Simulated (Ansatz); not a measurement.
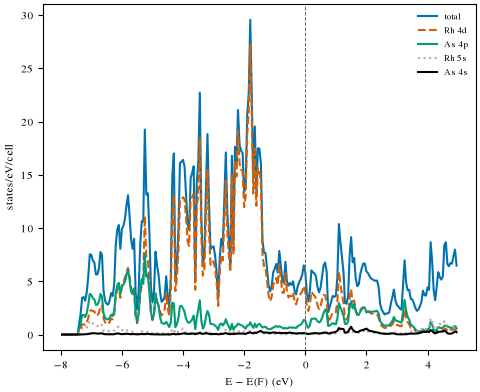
Figure. Total and projected density of states of CaAs4Rh6 in space group P-6m2 (No. 187; Pearson symbol hP11), r²SCAN (plane waves, PAW; program Ansatz)

**Question.** Which orbitals carry the states next to the Fermi level?

**Answer.** Within 0.5 eV of the Fermi level: Rh 4d 70 %, As 4p 21 %. Projections are on Löwdin-orthogonalised atomic valence shells; empty p or d shells of many metals are not among them.

**Question.** Where is the tallest occupied peak in this window, and what makes it?

**Answer.** Near -1.8 eV, about 30 states/eV per cell; the largest projected share is Rh 4d.

The first step of the workflow began from a Materials Project structure, measured or hypothetical; the Crystallography Open Database files this formula in space group No. 187, but the cells were not matched. Its standing as an ambient phase is unchecked. The cell was relaxed with r²SCAN under the symmetry of its start; whether a distortion lowers the energy is not shown. The run is not spin-polarised. Scalar-relativistic: spin–orbit coupling is off unless named, which matters more the heavier the elements.

Potentials: the later of the program's two PAW sets.
